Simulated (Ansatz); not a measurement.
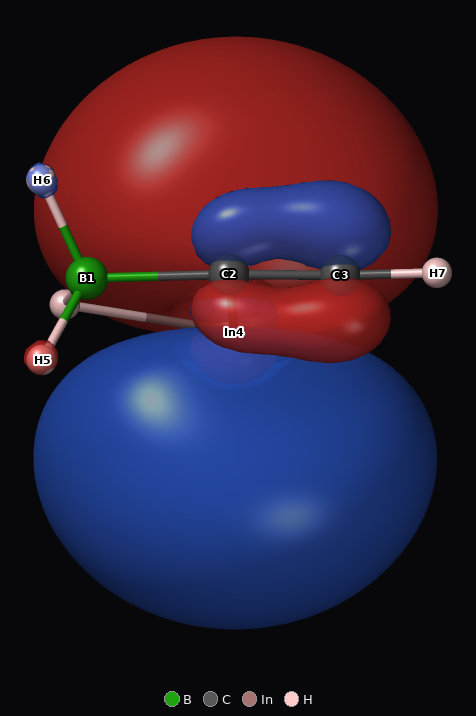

C₂H₄BIn. One frontier orbital at ±0.05 Å⁻³ᐟ² (red and blue are the two phases), seen from one side.

Core potentials replace the inner electrons of In.

The calculation used RKS B3LYP-D4/def2-mTZVP (Ansatz 0.2.0).

```xyz
8

B    -0.3870    0.9828   -0.3403
C     0.6498   -0.0750    0.1739
C     1.3225   -1.0149    0.5722
In   -1.3853   -1.7582    0.1130
H    -0.5933    1.8445    0.4739
H    -0.1237    1.3718   -1.4478
H     2.0281   -1.7312    0.9226
H    -1.5111    0.3803   -0.4674
```

**Which orbital is it: HOMO or LUMO?**

The LUMO, at −2.39 eV. By Hirshfeld shares it lies mainly on In4 (about 90 %).
